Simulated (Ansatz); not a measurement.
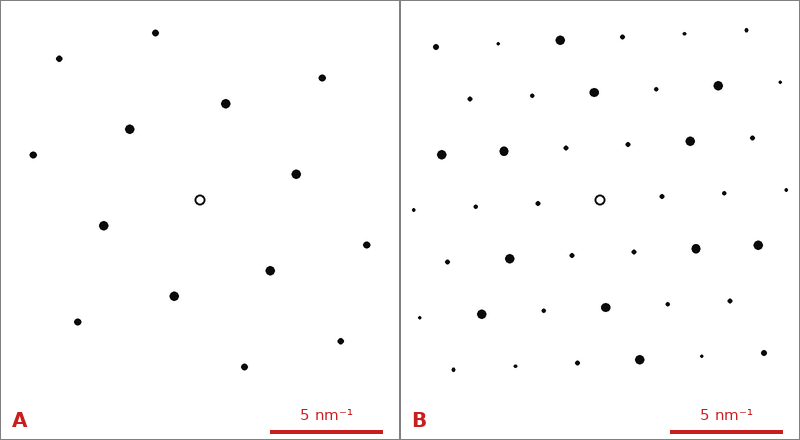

Kinematic electron diffraction patterns (200 kV, B = 0.5 Å², same scale, each along a low-index zone) of two structures of composition AgOs, each relaxed at zero pressure with DFT PBE, scalar-relativistic, plane waves, PAW in Ansatz 0.2.0.

The structures (standard cells):
1. P2_13 (No. 198), a = 5.054 Å, 8 atoms; generated start, possibly hypothetical
2. Pm-3m (No. 221), a = 3.150 Å, 2 atoms; generated start, possibly hypothetical

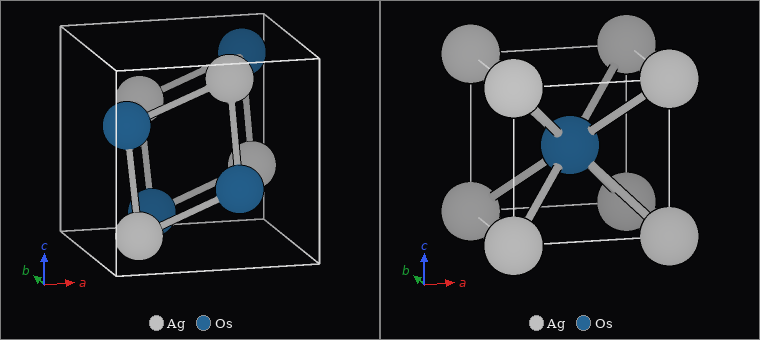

Drawings of the structures 1 to 2, from left to right (each may span several cells).

### Which pattern belongs to which structure, and along which zone?

A is structure 2 along [111] or an equivalent direction: hexagonal net of -1 1 0 at d = 2.23 Å and -1 0 1 at d = 2.23 Å, 60.0° apart. B is structure 1 along [111] or an equivalent direction: hexagonal net of -1 1 0 at d = 3.57 Å and -1 0 1 at d = 3.57 Å, 60.0° apart.

### Which structure lies lowest at this level of theory, and by how much?

Structure 2 (Pm-3m, 15.63 Å³ an atom) is the lowest of these; structure 1 (P2_13, 16.13 Å³ an atom) lies about 76 meV an atom higher. These are static energies at 0 K; other structures, not shown, may lie lower still.
